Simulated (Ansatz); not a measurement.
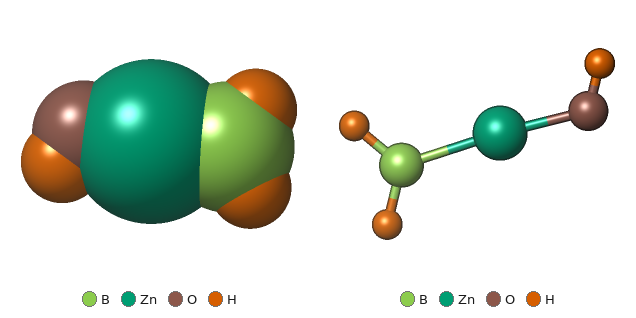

Both panels show the same species.

The geometry was computed by an optimisation with PBE0-D4/def2-TZVP.

Question: What is the molecular formula?

Answer: BH₃OZn, 6 atoms: 1 boron, 3 hydrogen, 1 oxygen and 1 zinc.

Question: How many bonds of each kind are drawn?

Answer: 2 B–H, 1 B–Zn, 1 O–Zn, 1 O–H.

Question: What is its SMILES?

Answer: [BH2][Zn][OH]

More results for the same structure follow; atom numbers are the same in all pictures, views and colours differ.

## Geometry

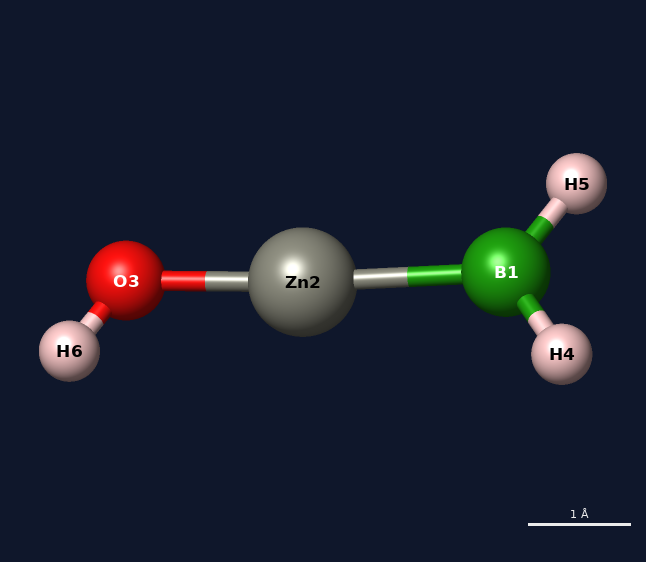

Numbered structure.

Estimate the angles Zn2–B1–H4, Zn2–B1–H5, H4–B1–H5, B1–Zn2–O3, Zn2–O3–H6.

| angle | degrees |
| --- | --- |
| Zn2–B1–H4 | 122.1 |
| Zn2–B1–H5 | 121.9 |
| H4–B1–H5 | 116.0 |
| B1–Zn2–O3 | 176.1 |
| Zn2–O3–H6 | 118.1 |

## Vibrations

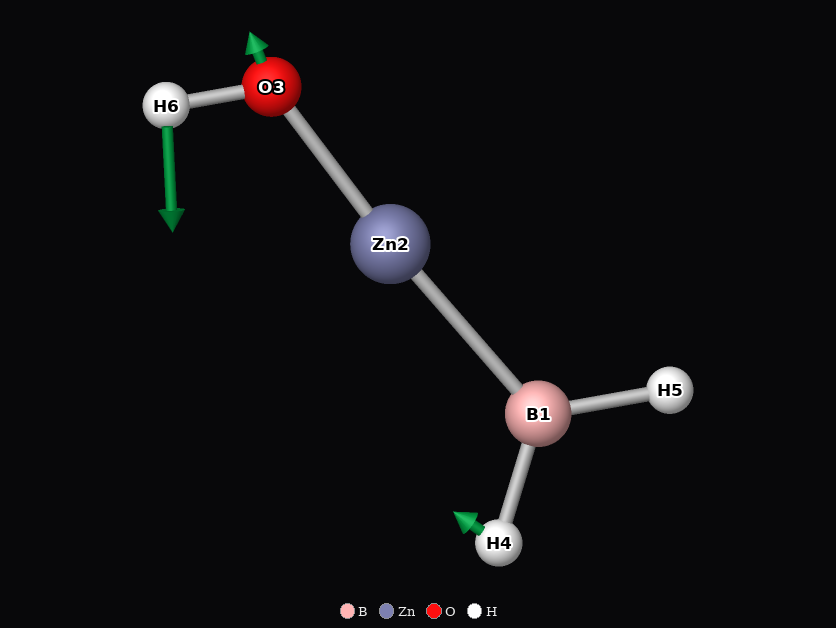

The arrows show one normal mode. Harmonic vibrations computed with RKS PBE0-D4/def2-TZVP (Ansatz 0.2.0) at a stationary point of the same level.

Question: At what wavenumber does it lie?

Answer: 666 cm⁻¹; it is mode 6 of 12 counted from the lowest.

## Electronic properties

Level of theory: RKS PBE0-D4/def2-SVP (Ansatz 0.2.0).

What does the calculation give?

- HOMO energy (Kohn–Sham orbital): −7.39 eV
- LUMO energy (Kohn–Sham orbital): −2.38 eV
- HOMO–LUMO gap: 5.02 eV

## Thermal motion

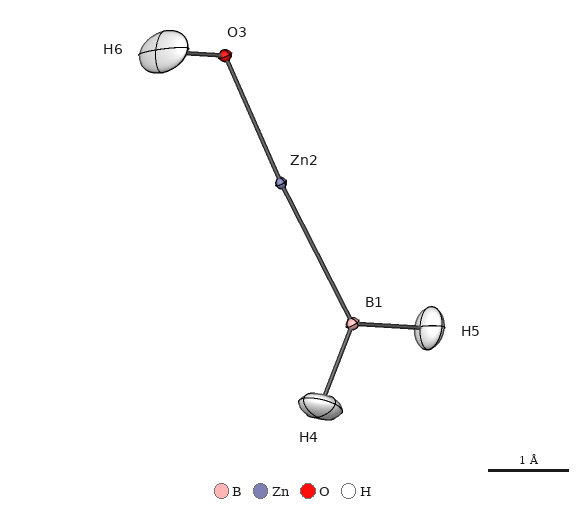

Displacement ellipsoids at the 50 % level, from the internal vibrations of the free molecule (harmonic, no overall translation or rotation; no half-axis is drawn under 0.075 Å). Vibrations computed with RKS PBE0-D4/def2-TZVP (Ansatz 0.2.0). Temperature: 100 K.

Give the displacement parameters, one line for each set of equivalent atoms.

```tsv
atom	U_eq (Å²)	rms amplitudes (Å)
B1	0.0031	0.049, 0.058, 0.061
Zn2	0.00052	0.011, 0.027, 0.027
O3	0.0028	0.037, 0.056, 0.062
H4	0.0264	0.093, 0.175, 0.200
H5	0.0232	0.093, 0.174, 0.176
H6	0.0476	0.080, 0.174, 0.326
```
